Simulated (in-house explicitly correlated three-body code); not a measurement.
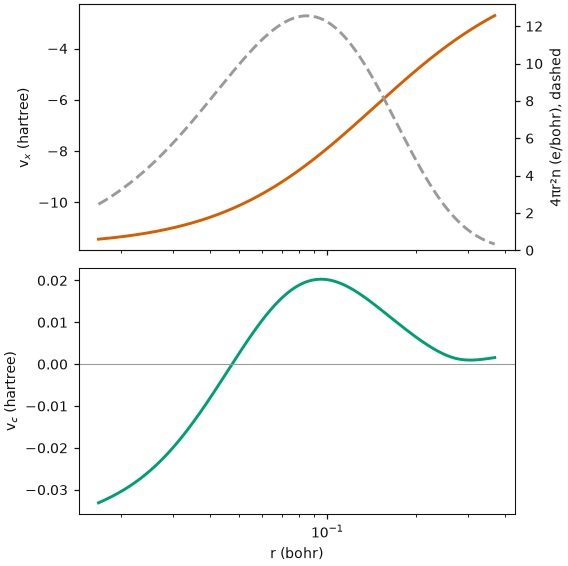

Two electrons around a point charge Z = 12 (Mg¹⁰⁺). Computed variationally in 260 exponentially correlated functions with an in-house code, non-relativistic, converged to about 10⁻⁸ of the energy. The plot shows the exact exchange and correlation potentials of the ground state, from inverting its density, with the radial density dashed.

> What shape do the two potentials have?

The exchange potential, minus half the Hartree potential for two paired electrons, rises from −11.44 hartree at 0.017 bohr to −2.71 at 0.37 bohr, tending to −1/r far out. The correlation potential is −0.033 hartree at the inner end, crosses zero near 0.047 bohr and has a positive maximum of 0.020 hartree near 0.095 bohr; the density peaks at 0.085 bohr. The LDA correlation potential, by contrast, is negative everywhere. The Kohn-Sham level equals minus the binding of the second electron, −1759 eV.
